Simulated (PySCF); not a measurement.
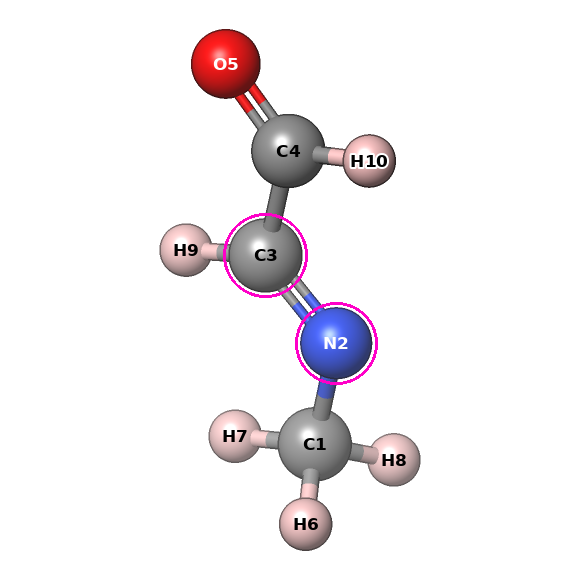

Atoms fade into the background with distance from the viewer. Circles mark the stereogenic atoms. The computed structure is the end point of a PBE0-D3(BJ)/def2-SVP optimisation. No frequency run is at hand to confirm it as a minimum.

Assign CIP descriptors.

Answer. N2=C3: E.

Give a SMILES with the stereochemistry.

Answer. C/N=C/C=O
